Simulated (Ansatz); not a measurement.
```
Hf Nb O
1.0
     3.36287    0.00000    0.00000
    -1.68143    2.91233    0.00000
     0.00000    0.00000   10.57747
Hf Nb O
3 1 2
Direct
  0.33333 0.66667 0.71114
  0.66667 0.33333 0.28886
  0.00000 0.00000 0.00000
  0.00000 0.00000 0.50000
  0.33333 0.66667 0.91765
  0.66667 0.33333 0.08235
```

Space group P-3m1; a structure generated by program, which may or may not match a known phase; computed without spin polarisation.

Method: Ansatz, DFT PBE, scalar-relativistic, plane waves, PAW.

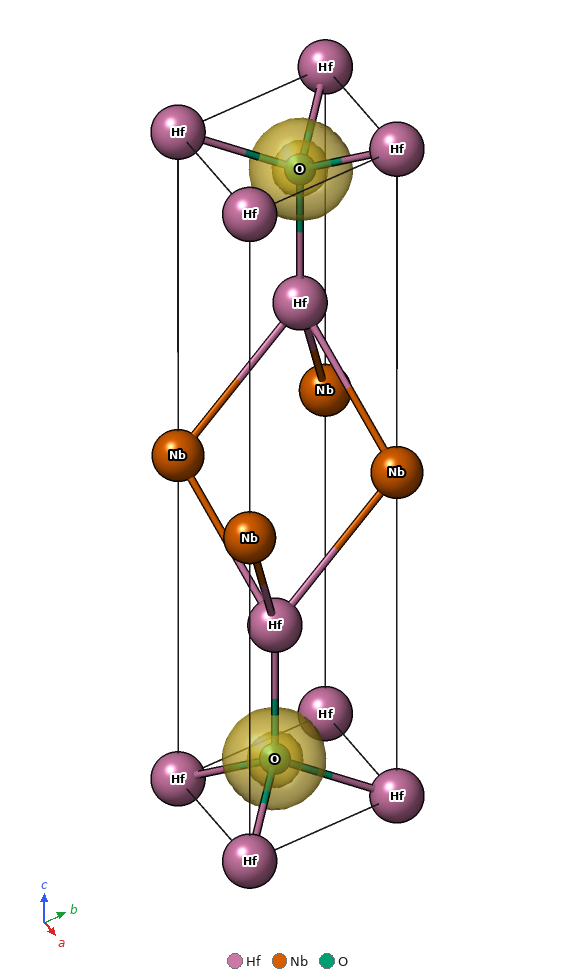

Hf₃NbO₂. Isosurface of the electron localisation function at 0.75 (yellow), seen at an oblique angle. Core shells and regions of very low density are left out. Sticks mark near contacts.

### Describe the localisation domains.

The ELF exceeds this value in two regions wrapped around O (the valence shell of each), counted in one cell of 6 atoms. Regions shared between cells count once. Along the contacts the grid gives the following. Hf–O (2.13 Å): the ELF peaks at about 0.85 in the valence shell of O, 0.6 Å from its nucleus, and drops to about 0.15 between the two atoms (no localised pair shows between them). Hf–Nb (2.96 Å): the ELF is about 0.30 at the midpoint; no shared electron pair shows on this line.
